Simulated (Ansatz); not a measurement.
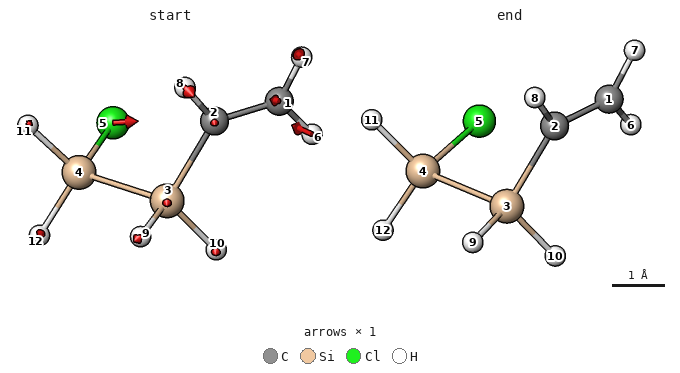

The structure of C2H7ClSi2 (coarse preliminary run) before (left) and after (right) a relaxation, at one scale. The red arrows give the displacements, at their true length.

The picture is a ball-and-stick view, seen from a free direction.

The start comes from a force field.

These are results of RKS PBE-D4/def2-SVP (Ansatz), not measurements.

The input:
```yaml
crystal:
  periodic: [false, false, false]
  atoms:
    - {symbol: C, position_ang: [-0.538300, 1.980000, 1.163800]}
    - {symbol: C, position_ang: [-0.540200, 0.627800, 1.125300]}
    - {symbol: Si, position_ang: [0.774500, -0.465700, 0.351800]}
    - {symbol: Si, position_ang: [0.008100, -1.436400, -1.553300]}
    - {symbol: Cl, position_ang: [-0.508400, -0.062100, -2.996600]}
    - {symbol: H, position_ang: [0.316800, 2.564900, 0.791700]}
    - {symbol: H, position_ang: [-1.298400, 2.487500, 1.662900]}
    - {symbol: H, position_ang: [-1.395600, 0.093100, 1.545500]}
    - {symbol: H, position_ang: [1.144300, -1.476500, 1.327200]}
    - {symbol: H, position_ang: [2.008200, 0.333600, 0.043100]}
    - {symbol: H, position_ang: [-1.191300, -2.257100, -1.334500]}
    - {symbol: H, position_ang: [1.038300, -2.334300, -2.187700]}
basis:
  gaussian: {orbitals: def2-SVP}
hamiltonian: {xc: pbe, dispersion: d4}
relax: {f_tol: 0.03, max_steps: 200}
```

### Summarise the run.

Over 18 accepted moves (20 points after the start) the energy falls by 0.220 eV. The largest force component goes from 1.9 to 0.0099 eV/Å. The line search rejected the trial steps at points 15, 19 of the run. The forces were under the threshold at step 7, but the run went on from there. H6 moves most after the best rigid fit: 0.63 Å. Largest moves by element: H 0.63 Å, Cl 0.54 Å, C 0.27 Å, Si 0.19 Å. Among the contacts that change: Si3–Si4 2.271 → 2.355 Å, C1–H7 1.041 → 1.104 Å, Si3–H9 1.453 → 1.507 Å, Si4–Cl5 2.059 → 2.098 Å. Among the angles between lasting bonds that change: Si3–Si4–Cl5 112.8° → 105.0°, C2–Si3–Si4 111.0° → 107.1°, C2–Si3–H9 107.9° → 111.5°. Groups turn about C2–Si3 by about 20°. The run took roughly 2.8 core-minutes on a shared host.
